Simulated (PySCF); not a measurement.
# C2H7N: frequency calculation

System: C2H7N, SMILES CCN.
Method: PBE0/pcSseg-1 displacements along normal modes, gas phase (PySCF 2.14.0).

The input sets isotopic masses.

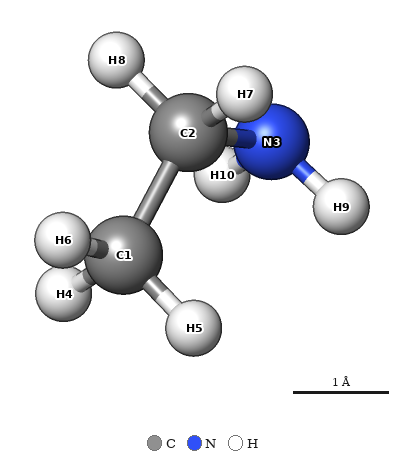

**Figure 1.** The input geometry (ball-and-stick view, seen at a tilt; atoms are numbered from 1 in the order of the input). Bond lengths as drawn: C–C 1.52 Å, C–H 1.10 Å, C–N 1.45 Å and H–N 1.02 Å.

Results in brief:

```json
{"quantity": "outcome", "value": "converged"}
{"quantity": "wavenumbers, lowest and highest", "value": "238 and 3542 cm⁻¹"}
{"quantity": "hardware", "value": "1 CPU thread, shared host"}
{"quantity": "wall time", "value": "5.2 min"}
{"quantity": "peak memory", "value": "0.49 GiB"}
```

The input:
```
{"job": {"xc": "PBE0", "basis": "pcSseg-1", "grid": 2, "temperatures": [400, 700], "kind": "vib", "mass_numbers": [12, 12, 14, 1, 1, 1, 1, 1, 2, 1]}, "charge": 0, "multiplicity": 1}
C     -1.012297    -0.326351     0.110640
C      0.152195     0.613567    -0.175408
N      1.482297     0.037500    -0.065748
H     -1.011497    -1.178645    -0.581102
H     -0.954879    -0.727036     1.130976
H     -1.978610     0.183755     0.008067
H      0.104900     1.475719     0.502748
H      0.050839     1.029159    -1.186550
H      1.625606    -0.338608     0.868641
H      1.576978    -0.750442    -0.702374
```

The first line tells a small driver script what to run in PySCF; the rest is the geometry in Å.

Command:
```bash
OMP_NUM_THREADS=1 python <driver script> task.json out
```

The program's output:
```
mode    cm-1    km/mol   phi_rrr   E(+)/cm-1  E(-)/cm-1
  1    237.80    21.03      13.7      56.37      55.10
  2    285.24    12.98     -23.4      56.04      58.09
  3    393.49     9.54     -40.2      69.92      72.88
  4    738.48    61.86     116.8     138.38     130.01
  5    787.97    53.83     -70.9     140.58     145.56
  6    891.13     6.06    -121.4     156.41     165.05
  7    942.99    31.00      48.0     172.31     168.79
  8   1084.18    28.08     138.4     200.33     190.33
  9   1148.61    12.62     139.7     211.94     201.84
 10   1227.32     3.02      12.0     221.39     220.61
 11   1339.33     2.61     -10.7     240.97     241.81
 12   1372.09     6.15     -23.5     246.37     248.25
 13   1403.36    17.63      97.1     256.33     249.39
 14   1478.67     1.56     -34.6     264.96     267.49
 15   1480.79    13.39     -47.2     264.90     268.27
 16   1495.52     7.18      24.9     270.20     268.37
 17   1502.85    19.49      48.8     272.79     269.34
 18   2582.88     0.66   -1452.9     416.56     520.98
 19   3031.61    21.36   -1048.9     509.65     585.09
 20   3047.31    35.07    1317.5     598.52     503.83
 21   3083.59     7.06      47.2     558.88     555.52
 22   3116.50    33.93     881.7     595.67     532.32
 23   3118.28    45.43     119.4     567.66     559.14
 24   3542.34     0.74    2330.6     728.44     561.26
```

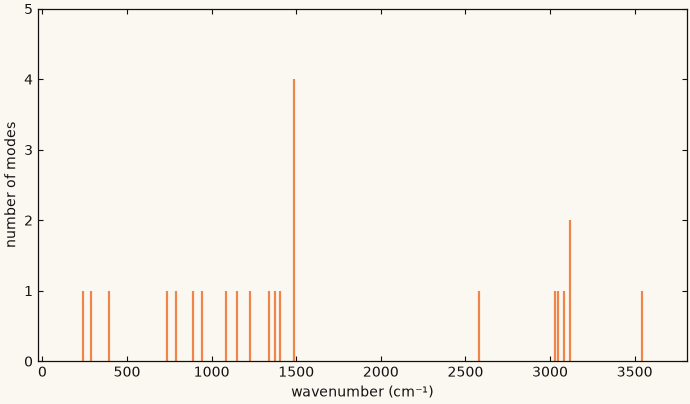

**Figure 2.** Harmonic vibrational wavenumbers from the force constants; neighbouring modes closer than 15 cm⁻¹ are counted in one stick. 24 modes from 238 to 3542 cm⁻¹, none imaginary.
